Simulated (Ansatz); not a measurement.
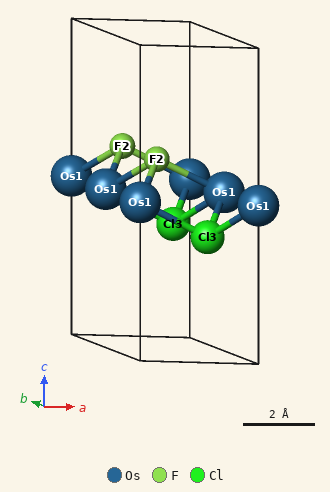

**Figure 1.** The structure (ball-and-stick view of the 1 × 2 repeat of the cell, with the vacuum cut short, seen slightly off an axis; atoms are numbered from 1 in the order of the input). Near neighbours in the crystal (not all of them lie inside the picture): Os has 3 Cl at 2.27 Å and 3 F at 2.25 Å; F has 3 Os at 2.25 Å; Cl has 3 Os at 2.27 Å.

# Two runs on OsClF

System: OsClF (slab, 3 atoms in the cell).
Method of run 1: DFT, PBE, plane waves, PAW, no spin polarisation (Ansatz 0.2.0).

The geometry comes from this level: r2SCAN. Text and figures count atoms from 1; the logs count them from 0 in places.

### The input, run 1
```yaml
crystal:
  lattice:
    - [3.475287017, 0.0, 0.0]
    - [-1.7376435085, 3.0096868422, 0.0]
    - [0.0, 0.0, 29.0149698496]
  atoms:
    - { symbol: Os, position: [0.0, 0.0, 0.3107366903] }
    - { symbol: F, position: [0.3333333333, 0.6666666667, 0.3458200925] }
    - { symbol: Cl, position: [0.6666666667, 0.3333333333, 0.2739973463] }
  periodic: [true, true, false]
kpoints:
  mp_grid: { grid: [12, 12, 1] }
  band_path:
    path:
      - [0.0, 0.0, 0.0]
      - [0.5, 0.0, 0.0]
      - [0.3333333333, 0.3333333333, 0.0]
      - [-0.083333, 0.161458, 0.0]
      - [0.223958, 0.223958, 0.0]
      - [0.2, 0.2, 0.0]
    npoints: 1
hamiltonian:
  xc: pbe
scf:
  occupations: { method: fixed }
  n_extra_bands: 4
output:
  forces: true
  stress: true
  eigenvalues: true
```

Command:
```bash
ansatz run input.yaml --threads 2 --pin off --max-ram 2764MiB --backend cpu --events-out ev --progress --plain --runs-dir out
```

Hardware: 2 threads of Arm Neoverse V1, 24 GiB of memory available, shared host.

### Output, shortened to warnings, some set-up lines, iterations and results (run 1)
```
Basis set: ecut = 420 eV, 5911 PW (Γ), exchange–correlation on 48×48×400 points (8 copies of the dense FFT grid, shifted against one another)
Symmetry: 6 space group operations
k-points: 19 of 144 (time reversal used)
Initial density: superposition of atomic densities (neutral atoms: chi_scale 0, normalization atom), corrected by the library's trained network
[...]
SCF iter   1: F=—  HF=-13269.908316 eV  |F-HF|=—  |Δ(HF+E_count)|=         —  Δρ=3.23e-3  dr2=8.47e-2  ethr=1.77e-3  ⟨swp⟩=8.0  Hψ=2201  notcnv=0  defer=37
SCF iter   2: F=—  HF=-13269.935035 eV  |F-HF|=—  |Δ(HF+E_count)|=   2.67e-2  Δρ=4.84e-3  dr2=2.54e-1  ethr=2.82e-4  ⟨swp⟩=4.9  Hψ=1116  notcnv=0  defer=37  recentre
SCF iter   3: F=—  HF=-13269.898718 eV  |F-HF|=—  |Δ(HF+E_count)|=   3.63e-2  Δρ=1.75e-3  dr2=1.79e-2  ethr=2.82e-4  ⟨swp⟩=4.1  Hψ=664  notcnv=0  defer=38
SCF iter   4: F=—  HF=-13269.898195 eV  |F-HF|=—  |Δ(HF+E_count)|=   5.23e-4  Δρ=6.35e-4  dr2=1.40e-3  ethr=5.97e-5  ⟨swp⟩=3.4  Hψ=885  notcnv=0  defer=38
SCF iter   5: F=—  HF=-13269.898258 eV  |F-HF|=—  |Δ(HF+E_count)|=   6.33e-5  Δρ=2.43e-4  dr2=1.59e-4  ethr=4.67e-6  ⟨swp⟩=3.6  Hψ=801  notcnv=0  defer=38
SCF iter   6: F=—  HF=-13269.898367 eV  |F-HF|=—  |Δ(HF+E_count)|=   1.08e-4  Δρ=8.86e-5  dr2=1.91e-5  ethr=5.32e-7  ⟨swp⟩=3.5  Hψ=775  notcnv=0  defer=38
SCF iter   7: F=—  HF=-13269.898377 eV  |F-HF|=—  |Δ(HF+E_count)|=   1.00e-5  Δρ=3.13e-5  dr2=1.57e-6  ethr=6.37e-8  ⟨swp⟩=3.1  Hψ=716  notcnv=0  defer=38
SCF iter   8: F=-13269.898383 eV  HF=-13269.898383 eV  |F-HF|=5.42e-8  |Δ(HF+E_count)|=   6.20e-6  Δρ=7.30e-6  dr2=7.66e-8  ethr=3.33e-10  ⟨swp⟩=18.2  Hψ=3443  notcnv=0
SCF 1 converged in 8 iterations: F = -13269.898383 eV  dr2 = 7.66e-8
NSCF: frozen V_eff on 6 k-points
SCF converged after 8 iterations
Free energy (F): -13269.898383 eV
Harris-Foulkes:  -13269.898383 eV  (|F-HF|=5.42e-8)
Internal energy: -13269.898383 eV  (E = F + TS)
E sigma→0 (E₀):  -13269.898383 eV
Fermi energy:    -4.822909 eV
--- Per-component energies (eV) ---
  E_band       = -751.620103
  E_kinetic    = 937.151120
  E_local      = -50899.404138  (includes V_loc(G=0)·N_el)
  E_nonlocal   = 99.955591
  E_hartree    = 24945.529772
  E_xc         = -452.492341
  E_vxc        = -506.791051  (∫ρ·V_xc dr)
  E_paw        = -9872.281893  (= ΣΔE_a)
  E_vpaw       = -273.587941  (= ΣTr[D̂ρ^β])
  E_aug_tail   = 0.002118  (compensation charges beyond the density's cutoff)
  E_ewald      = 21971.641387
  E_smearing   = -0.000000  (= −TS)
  E_closure    = 0.000000  (closes the sum)
  Σ components = -13269.898383   (vs F -13269.898383, Δ=0.00e0)
--- Forces (eV/Å), atoms counted from 1 ---
  atom   1  Os    -0.00000000    -0.00000000    -0.41742538
  atom   2  F     -0.00000000    -0.00000000     0.33566646
  atom   3  Cl     0.00000000    -0.00000000     0.08188493
  max |Σ_I F_I| component: 1.26e-4 eV/Å
--- 2D stress c σ (N/m, compression-positive) ---
        1.191393      -0.000000       0.000000
        0.000000       1.191393       0.000000
        0.000000       0.000000       0.000000
  P = ½ c Tr σ = 1.1914 N/m
  ° read free of the cell's end (the report's vacuum.weakly_bound_levels)
```

The input of run 2 differs as follows (lines with − go, lines with + come):
```diff
-  xc: pbe
+  xc: r2scan
```

Predict how the results change.

The total energies belong to different methods, so their difference says nothing on which is more stable or more accurate. The gap on the mesh goes from 1.41 to 1.86 eV. The largest force goes from 0.417 to 0.004 eV/Å. The functional changes from PBE to r2SCAN. The SCF takes 9 iterations against 8. The default cutoff goes from 420 to 500 eV with the change. The plane waves at Γ go from 5911 to 7773. On the same kind of shared host run 2 took about 2.3 times as long.

### Output, shortened to warnings, some set-up lines, iterations and results (run 2)
```
Basis set: ecut = 500 eV, 7773 PW (Γ), exchange–correlation on 108×108×864 points (64 copies of the dense FFT grid, shifted against one another)
Symmetry: 6 space group operations
k-points: 19 of 144 (time reversal used)
Initial density: superposition of atomic densities (neutral atoms: chi_scale 0, normalization atom), corrected by the library's trained network
[...]
SCF iter   1: F=—  HF=-13288.830560 eV  |F-HF|=—  |Δ(HF+E_count)|=         —  Δρ=5.63e-3  dr2=1.88e-1  dr2_τ=2.39e-1  ethr=1.77e-3  ⟨swp⟩=7.9  Hψ=2192  notcnv=0  defer=38
SCF iter   2: F=—  HF=-13288.998047 eV  |F-HF|=—  |Δ(HF+E_count)|=   1.67e-1  Δρ=7.60e-3  dr2=5.31e-1  dr2_τ=1.55e-2  ethr=6.26e-4  ⟨swp⟩=4.6  Hψ=1042  notcnv=0  defer=38  …
SCF iter   3: F=—  HF=-13288.911917 eV  |F-HF|=—  |Δ(HF+E_count)|=   8.61e-2  Δρ=2.80e-3  dr2=1.70e-2  dr2_τ=1.57e-3  ethr=6.26e-4  ⟨swp⟩=4.2  Hψ=716  notcnv=0  defer=38
SCF iter   4: F=—  HF=-13288.916444 eV  |F-HF|=—  |Δ(HF+E_count)|=   4.53e-3  Δρ=8.77e-4  dr2=2.42e-3  dr2_τ=4.36e-4  ethr=5.67e-5  ⟨swp⟩=3.4  Hψ=920  notcnv=0  defer=38
SCF iter   5: F=—  HF=-13288.917045 eV  |F-HF|=—  |Δ(HF+E_count)|=   6.01e-4  Δρ=2.30e-4  dr2=2.17e-4  dr2_τ=3.24e-5  ethr=8.07e-6  ⟨swp⟩=3.6  Hψ=781  notcnv=0  defer=38
SCF iter   6: F=—  HF=-13288.916996 eV  |F-HF|=—  |Δ(HF+E_count)|=   4.91e-5  Δρ=9.43e-5  dr2=2.30e-5  dr2_τ=5.65e-6  ethr=7.24e-7  ⟨swp⟩=3.3  Hψ=746  notcnv=0  defer=38
SCF iter   7: F=—  HF=-13288.917128 eV  |F-HF|=—  |Δ(HF+E_count)|=   1.32e-4  Δρ=3.54e-5  dr2=2.63e-6  dr2_τ=3.63e-7  ethr=7.68e-8  ⟨swp⟩=3.3  Hψ=745  notcnv=0  defer=38
SCF iter   8: F=—  HF=-13288.917136 eV  |F-HF|=—  |Δ(HF+E_count)|=   7.55e-6  Δρ=9.77e-6  dr2=1.83e-7  dr2_τ=2.88e-8  ethr=8.78e-9  ⟨swp⟩=3.3  Hψ=731  notcnv=0  defer=38
SCF iter   9: F=-13288.917136 eV  HF=-13288.917136 eV  |F-HF|=1.38e-8  |Δ(HF+E_count)|=   2.91e-7  Δρ=2.42e-6  dr2=8.24e-9  dr2_τ=1.94e-9  ethr=3.33e-10  ⟨swp⟩=20.2  Hψ=3080  …
SCF 1 converged in 9 iterations: F = -13288.917136 eV  dr2 = 8.24e-9
NSCF: frozen V_eff on 6 k-points
SCF converged after 9 iterations
Free energy (F): -13288.917136 eV
Harris-Foulkes:  -13288.917136 eV  (|F-HF|=1.38e-8)
Internal energy: -13288.917136 eV  (E = F + TS)
E sigma→0 (E₀):  -13288.917136 eV
Fermi energy:    -5.080248 eV
--- Per-component energies (eV) ---
  E_band       = -776.645902
  E_kinetic    = 940.096924
  E_local      = -50905.578427  (includes V_loc(G=0)·N_el)
  E_nonlocal   = 99.706321
  E_hartree    = 24950.446352
  E_xc         = -435.269199
  E_vxc        = -562.477838  (∫ρ·V_xc dr)
  E_paw        = -9909.408625  (= ΣΔE_a)
  E_vpaw       = -282.619581  (= ΣTr[D̂ρ^β])
  E_aug_tail   = 0.000942  (compensation charges beyond the density's cutoff)
  E_vtau       = 33.341155  (kinetic-family band-sum trace: ∫τ·v_τ [+ j·A + Jᵃ·Aᵃ] dr)
  E_ewald      = 21971.641387
  E_core_change = -0.552811  (= ΣΔE_core)
  E_smearing   = -0.000000  (= −TS)
  E_closure    = -0.000000  (closes the sum)
  Σ components = -13288.917136   (vs F -13288.917136, Δ=0.00e0)
--- Forces (eV/Å), atoms counted from 1 ---
  atom   1  Os    -0.00000000    -0.00000000    -0.00356645
  atom   2  F     -0.00000000    -0.00000000     0.00259526
  atom   3  Cl    -0.00000000    -0.00000000     0.00105125
  max |Σ_I F_I| component: 8.01e-5 eV/Å
--- 2D stress c σ (N/m, compression-positive) ---
       -0.038886      -0.000000      -0.000000
        0.000000      -0.038886       0.000000
        0.000000       0.000000       0.000000
  P = ½ c Tr σ = -0.0389 N/m
  ° read free of the cell's end (the report's vacuum.weakly_bound_levels)
```

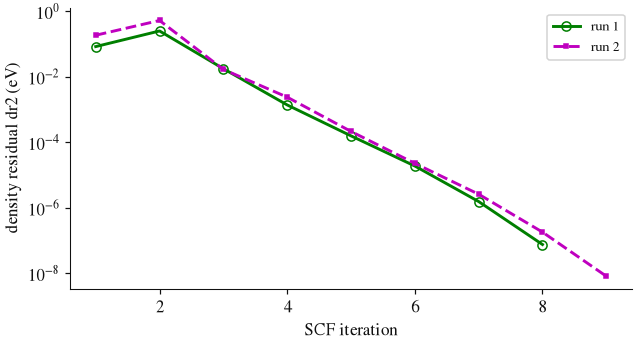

**Figure 2.** Convergence of the two runs: density residual dr2 against the SCF iteration. Run 1 takes 8 iterations in all, and run 2 takes 9.

### The two runs side by side

```csv
quantity,run 1,run 2
outcome,converged,converged
free energy per atom (eV),−4423.2995,−4429.6390
gap on the mesh (eV),1.41,1.86
largest force (eV/Å),0.417,0.004
SCF iterations,8,9
irreducible k-points,19,19
plane waves at Γ,5911,7773
wall time (shared host),8.9 s,21 s
```

For both runs: Spin–orbit coupling is left out, which matters for Os.
